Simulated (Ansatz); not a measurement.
## Electronic structure of CH6Sn2 in real space

```csv
atom,x (Å),y (Å),z (Å)
C,-0.8103,2.4691,0.1842
Sn,0.2047,0.6734,0.8813
Sn,2.5003,-0.3446,-0.2994
H,-0.1437,3.0651,-0.4546
H,-1.1080,3.0743,1.0542
H,-1.7146,2.1911,-0.3772
H,-1.0733,-0.3000,1.5496
H,2.0230,-1.8481,0.5288
H,0.5514,-0.2402,-0.8285
```

Geometry: r2SCAN-D4/def2-SVP; core potentials replace the inner electrons of Sn.

Method: isolated molecule in a Gaussian basis; Kohn-Sham density functional theory, functional PBE0 in Ansatz 0.2.0.

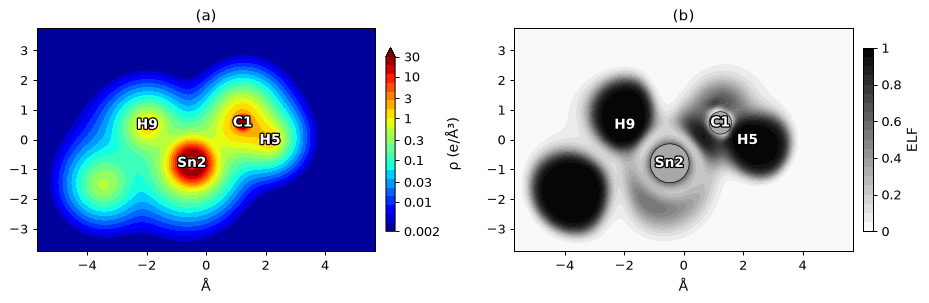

Figure 1. (a) electron density; (b) electron localisation function on the plane of atoms C1, Sn2 and H9. Grey discs cover the atomic cores in the ELF map.

> Interpret the plot.

- The plane passes through C, Sn and H nuclei.
- C–Sn (2.18 Å): ρ at the midpoint is about 0.68 e/Å³; the ELF peaks at about 0.90 in the valence shell of C, 0.7 Å from its nucleus, and drops to about 0.20 between the two atoms.
- C–H (1.10 Å): ρ is about 1.9 e/Å³ halfway; the ELF climbs to about 1 towards the hydrogen, as it does in any bond to H (a covalent bond by its length).

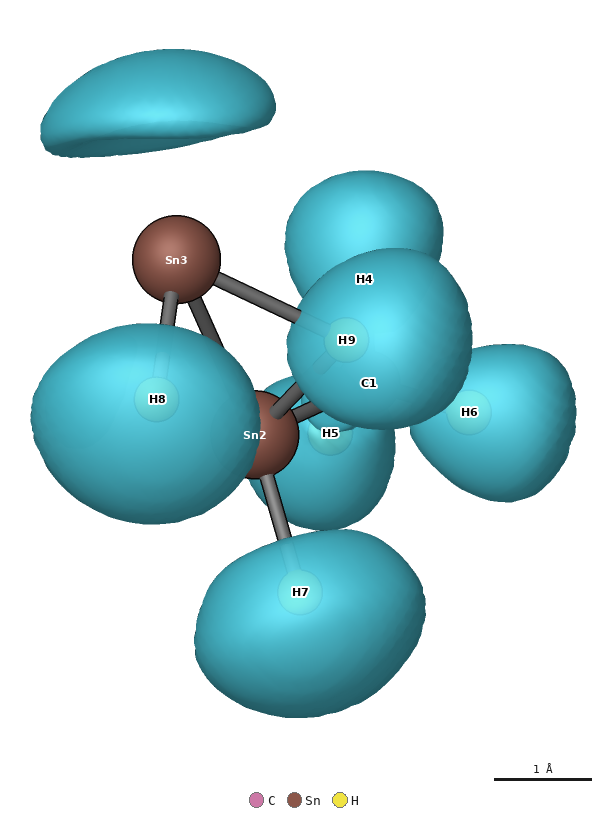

Figure 2. Isosurface of the electron localisation function at 0.85 (cyan), seen at an oblique angle. Core shells and regions of very low density are left out.

> Where are the electrons localised?

The ELF exceeds this value in six regions around hydrogen nuclei, one lobe of the valence shell of C pointing towards Sn (polar bonds) and two lobes on Sn, pointing away from the bonds (lone pairs).


 Sn–Sn (2.77 Å): the ELF is about 0.45 at the midpoint.

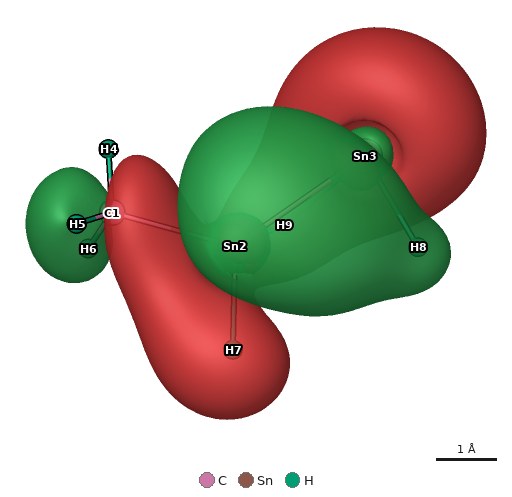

Figure 3. The HOMO at ±0.05 Å⁻³ᐟ² (green and red are the two phases), seen at a tilt.

> What is the character of this orbital?

By Hirshfeld shares it lies mainly on Sn2 (about 40 %), Sn3 (about 40 %) and H7 (about 5 %). Its energy is −6.43 eV.
